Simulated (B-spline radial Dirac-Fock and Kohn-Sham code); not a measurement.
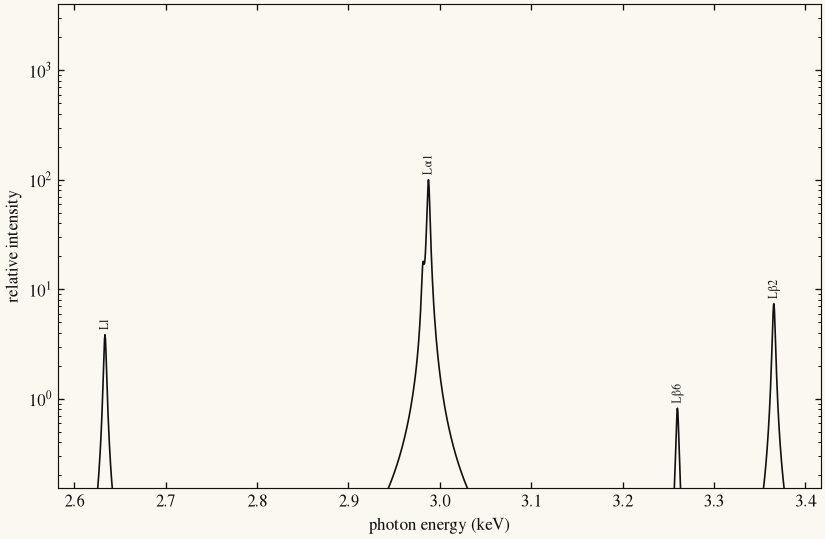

Fig. 1. X-ray emission lines that fill an L3 (2p3/2) hole, broadened by a Lorentzian of 3.2 eV full width, on a logarithmic intensity axis. Multiplet splitting by the open shell is left out. Species: Ag⁶⁺, configuration [Kr] 4d5. Level of theory: independent-particle rates on relativistic LDA orbitals of the hole state (multipoles to L = 3), energies from Dirac–Fock ΔSCF; calculated with a radial B-spline solver.

What can be read from it?

The strongest line is L3-M5 (Lα1) at 2.9875 keV with 80.9 % of the photons, then L3-M4 (Lα2) at 2.9815 keV (9.1 %), L3-N5 (Lβ2) at 3.3654 keV (5.5 %), L3-M1 (Ll) at 2.6337 keV (3.1 %), L3-N1 (Lβ6) at 3.2599 keV (0.66 %). The hole has a width of 2.14 eV and a fluorescence yield of 0.0565.
